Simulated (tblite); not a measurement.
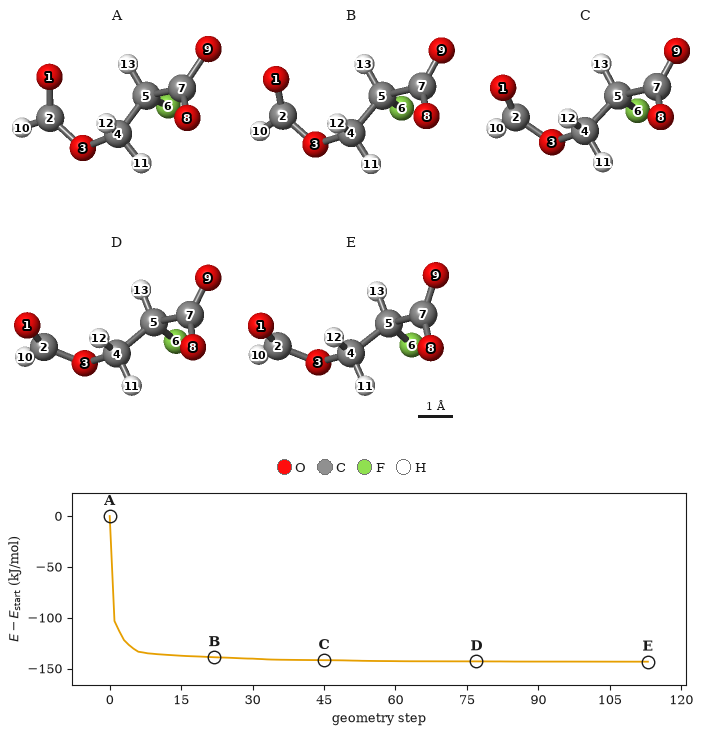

Frames of a relaxation of C$_{4}$H$_{4}$FO$_{4}$ (charge −1), marked on the history of the run. A ball-and-stick model, seen at a tilt.

Level of theory: GFN2-xTB geometry optimisation, gas phase in tblite 0.8.0. 

What happens along the run?

Answer. After 113 geometry steps the energy has fallen by 143.2 kJ/mol. The atom that moves furthest after the best rigid fit is O1 (1.16 Å). Largest moves by element: O 1.16 Å, H 0.58 Å, F 0.46 Å, C 0.26 Å. Some distances before and after: C7–O9 1.402 → 1.225 Å, C5–C7 1.503 → 1.642 Å, O1–C2 1.273 → 1.201 Å, C2–O3 1.369 → 1.304 Å. Bond angles that change, for instance: O3–C2–H10 122.2° → 108.3°, O8–C7–O9 121.0° → 132.4°, O1–C2–H10 114.2° → 122.5°. Groups turn about O3–C4 by about 55°, C5–C7 by about 30°. Cost: 0.62 s on 1 thread of Arm Neoverse V1, on a shared host. From step 0 to 22: O1 moves most (0.26 Å), energy −138.9 kJ/mol. From step 22 to 45: O1 moves most (0.44 Å), energy −2.87 kJ/mol. From step 45 to 77: O1 moves most (0.45 Å), energy −1.20 kJ/mol. From step 77 to 113: O9 moves most (0.23 Å), energy −0.28 kJ/mol.

```tsv
step	E − E(0), kJ/mol
0	0.00
1	-103.26
2	-113.16
3	-121.98
4	-126.67
5	-130.45
6	-133.46
7	-134.18
8	-135.05
9	-135.44
10	-135.89
15	-137.42
21	-138.69
26	-139.59
32	-140.71
37	-141.40
43	-141.69
48	-141.90
53	-142.40
59	-142.68
64	-142.85
70	-142.91
75	-142.95
80	-143.01
86	-143.15
91	-143.16
97	-143.18
102	-143.21
108	-143.24
113	-143.25
```
